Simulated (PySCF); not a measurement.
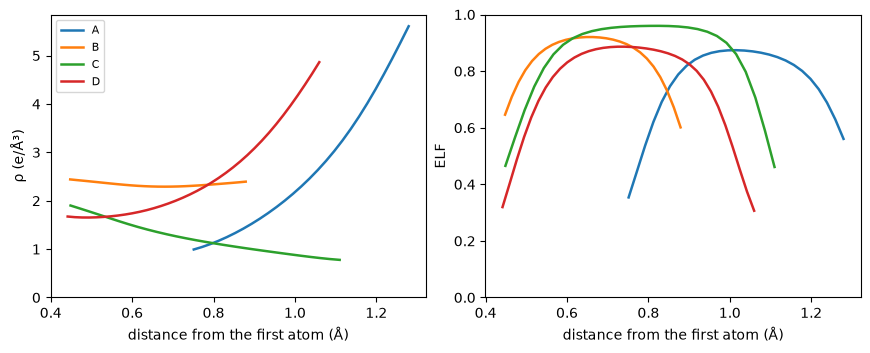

Figure 1: C₄H₉ClOSi₂. Electron density and electron localisation function along straight lines between neighbouring atoms. The curves leave out the atomic cores.

Geometry: GFN2-xTB.

Level of theory: wB97X-D/def2-SVPD, SCF density, gas phase (PySCF 2.14.0).

The calculation's input:

```
{"job": {"kind": "uv", "xc": "wB97X-D", "basis": "def2-SVPD", "nstates": 8, "ntriplets": 3}, "charge": 0, "multiplicity": 1}
C     -1.752795    -1.082213    -1.187439
C     -1.027543    -0.173583    -0.547847
Si    -1.667064     1.346602     0.391278
O     -0.285925     1.924572     1.022151
C      0.995307     1.476979     0.628469
Si     0.855414    -0.146825    -0.396703
C      1.617645    -1.630129     0.514105
Cl     1.791230     0.102727    -2.185910
H     -2.830044    -1.027044    -1.227409
H     -1.309735    -1.920294    -1.706168
H     -2.517884     1.014131     1.527756
H     -2.255716     2.317498    -0.531785
H      1.582208     1.343212     1.541413
H      1.473223     2.279402     0.057046
H      2.690987    -1.509939     0.629963
H      1.184491    -1.754931     1.501386
H      1.449204    -2.548134    -0.040214
```

Command:

```sh
OMP_NUM_THREADS=1 python probes_run.py task.json out
```

### Which curve belongs to which contact (C–C, C–O, C–Si and Si–O)? The first atom named is at distance zero.

Curve A: Si–O (1.62 Å): ρ is about 1.2 e/Å³ halfway; the ELF peaks at about 0.85 between the atoms: a short, strongly polar bond. Curve B: C–C (1.33 Å): ρ is about 2.3 e/Å³ halfway; the ELF peaks at about 0.90 between the atoms: a short, multiple covalent bond. Curve C: C–Si (1.89 Å): ρ at the midpoint is about 0.94 e/Å³; the ELF peaks at about 0.95 between the atoms (localised, covalent bonding). Curve D: C–O (1.41 Å): ρ is about 2 e/Å³ halfway, with its minimum of 1.7 e/Å³ about 0.5 Å from C; the ELF peaks at about 0.90 between the atoms; a shared but strongly polarised pair.
